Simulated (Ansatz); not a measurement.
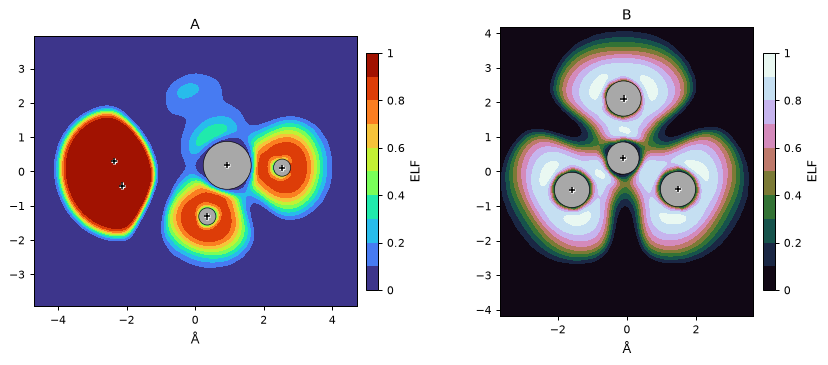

The electron localisation function of 2 systems, each on a plane through atoms (crosses mark nuclei in the plane; grey discs cover the cores).

All numbers below come from Ansatz 0.2.0, RKS r2SCAN-D4/def2-SVP.

System 1: F₃HSSi···H₂, the plane of atoms F3, Si1 and F5. 

```xyz
8

Si   -0.6382   -0.2504   -0.4144
H     0.3086    0.5119    2.4709
F     0.7295   -0.8035    0.2058
F    -0.4423    1.3258   -0.6150
F    -0.8410   -0.8900   -1.8704
S    -2.2808   -0.7497    0.7973
H    -3.0087   -1.0798   -0.2935
H    -0.2011    1.0629    2.5805
```

System 2: BCl₃···HF, the plane of atoms Cl3, B1 and Cl5. Not at a stationary point (largest force 1.0 eV/Å).

```xyz
6

B     0.0220   -0.5826   -0.4604
F     0.0103    0.1697    1.9455
Cl    1.5294    0.1848   -0.8650
Cl   -1.5140    0.1274   -0.8613
Cl    0.0551   -2.2950    0.1772
H     0.0345   -0.7190    2.2056
```

Which map belongs to which system?

Answer. Panel A is system 1, F₃HSSi···H₂: the plane holds Si, H and F. Si1···H2 (3.13 Å): the ELF dips to about 0 between them; a non-bonded, intermolecular contact. Panel B is system 2, BCl₃···HF: the plane holds B and Cl. B–Cl (1.74 Å): the ELF peaks at about 0.90 between the atoms; a shared but strongly polarised pair.
